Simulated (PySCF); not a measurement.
C₅H₇NO₂, SMILES `CC1=C(C(N)=O)CO1`.

Method: TPSSh/6-31+G*; geometry: GFN2-xTB; program: PySCF. No frequency check shows the geometry to be a minimum. The basis has diffuse s and p functions alone, which still leaves polarisabilities too small, most of all across bonds.

Geometry (Å), atoms numbered from 1:

```
C1       1.7492    1.6260   -0.0346
C2       1.1582    0.2704   -0.0059
C3      -0.0525   -0.3372    0.0081
C4      -1.4685   -0.0065   -0.0023
N5      -1.7382    1.3296    0.0292
O6      -2.3498   -0.8419   -0.0500
C7       0.6902   -1.6485    0.0244
O8       1.9129   -0.8760    0.0121
H9       2.8088    1.5440   -0.2630
H10      1.2633    2.2411   -0.7902
H11      1.6397    2.1126    0.9351
H12     -2.7011    1.6178    0.0619
H13     -1.0184    2.0162    0.1527
H14      0.6035   -2.2712   -0.8636
H15      0.6059   -2.2493    0.9277
```

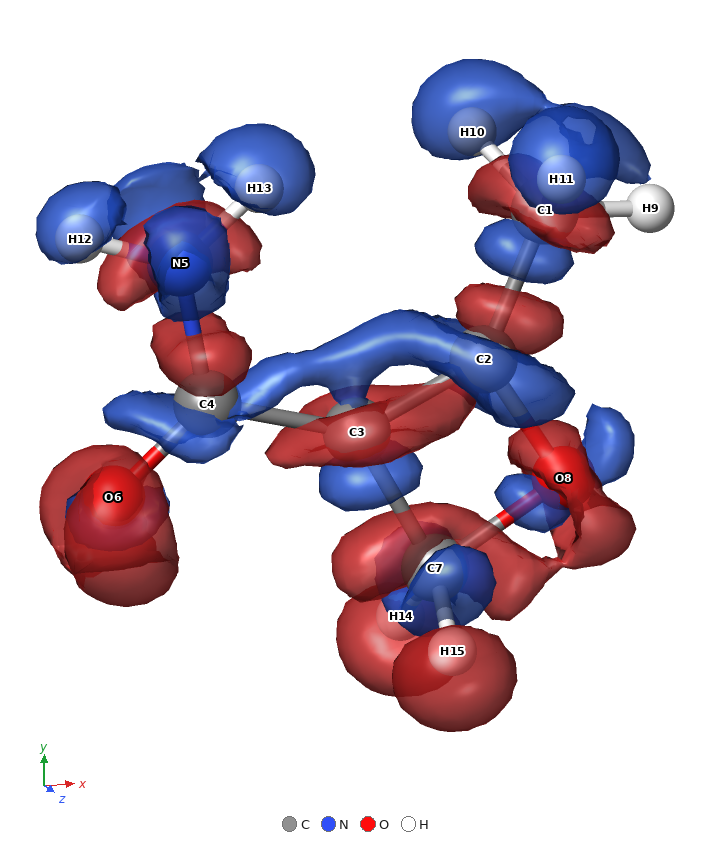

Change of the electron density in a uniform field of 0.26 V/Å, surfaces at ±0.003 e/Å³ (red: gain, blue: loss).

The field was applied in both directions; the picture shows the one opposite to the script's first.

Along which Cartesian direction does the field point?

Along +y: electrons gather on the −y side, against the field.

How large is the response?

The induced dipole is 1.03 D (along the field); α along this axis, from the fields in both directions, is 81 bohr³ (11.9 Å³).
